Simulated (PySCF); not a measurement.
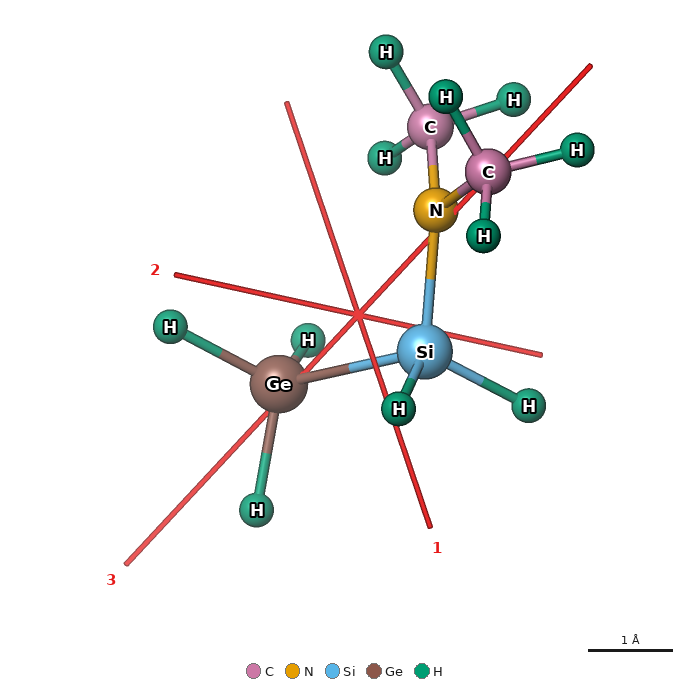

The three principal axes of inertia are drawn and numbered. Depth is shown by fading: the farther an atom, the more it takes the colour of the background. Computed geometry: PBE0-D3(BJ)/def2-SVP optimisation. No frequency run is at hand to confirm it as a minimum. Masses are those of the most abundant isotopes; constants are for the rigid equilibrium geometry.

Which line is the a axis (least moment of inertia), which b and which c?

Answer. a is line 3, b is line 1, c is line 2; the moments are 95.7, 475, 538 u Å².

Classify the rotor and give the rotational constants (cm⁻¹).

Answer. An asymmetric top (C1): A = 0.176, B = 0.0355, C = 0.0313 cm⁻¹. Ray's parameter κ is −0.94, close to the prolate limit.
